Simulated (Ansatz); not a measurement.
The figure comes from a scan of WS₂ (2H-MoS2 type, space group P6_3/mmc): one S atom of a 6-atom cell moves by u along (0.71, 0.71, 0.00) and v along (0.00, 0.00, 1.00). Method: PBE-D3(BJ) (plane waves to 420 eV, PAW, scalar-relativistic; Ansatz, a quantum-chemistry and plane-wave program). k mesh 10×10×3 (Γ-centred), Fermi-Dirac smearing 0.05 eV. Energies are smeared free energies. Points where atoms come too close for the PAW data are left out (x in tables, blank in figures). As the smearing reaches across the gap at some points, energies and forces of such displacements shift with the k mesh and the smearing. Spin-orbit coupling is left out, though W is heavy. WS2 is run without spin polarisation. WS2 was relaxed with its symmetry unable to fall. ΔE is measured from the undisplaced structure. Axes are in Å.

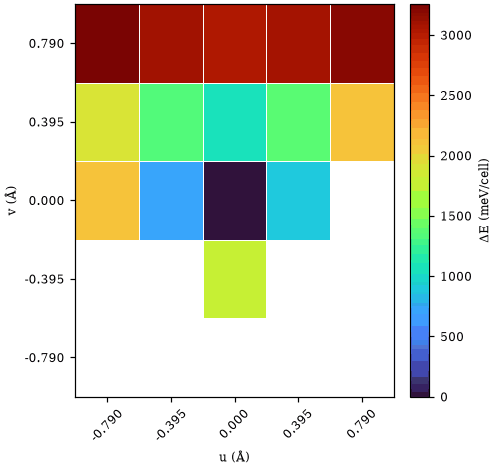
Figure: ΔE (meV/cell), one tile a computed point.

### Question
Read the plotted values off the figure, to the accuracy that the plot allows.

### Answer
To the nearest 500:

ΔE (meV/cell), with u across and v down:

```tsv
v \ u	-0.790	-0.395	0.000	0.395	0.790
-0.790	x	x	x	x	x
-0.395	x	x	2000	x	x
0.000	2000	500	0	1000	x
0.395	2000	1500	1000	1500	2000
0.790	3500	3000	3000	3000	3000
```

(A displaced cell: forces are minus the slopes of the energy, force constants its curvatures, and phonons follow from these.)
